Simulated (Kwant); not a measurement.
Device: Aharonov-Bohm ring in a CdTe two-dimensional gas. Effective mass 0.096 mₑ, grid spacing 5 nm, hard walls, nominal width 60 nm (11 grid rows, so walls 60 nm apart), one parabolic valley, scattering region 420 nm long along x; energies count from the band bottom; Fermi energy 0.0044 eV. Ring of mean radius 120 nm, arms as wide as the leads. Perpendicular field swept from 0 to 0.55 T, none in the leads; orbital effect alone.

The device is made up for the run: typed textbook-type constants, with dimensions and the other settings drawn at random.

Kwant, effective-mass tight-binding model on a square grid, one spin, coherent transport at 0 K. Conductance is in e²/h.

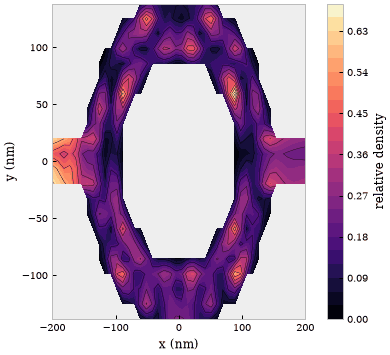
Figure: Density of the scattering states that come in from the left lead, at field = 0.41404 T, in bins, relative to the largest site value

The conductance there is 1.43 e²/h with 2 open channel(s) in the leads.
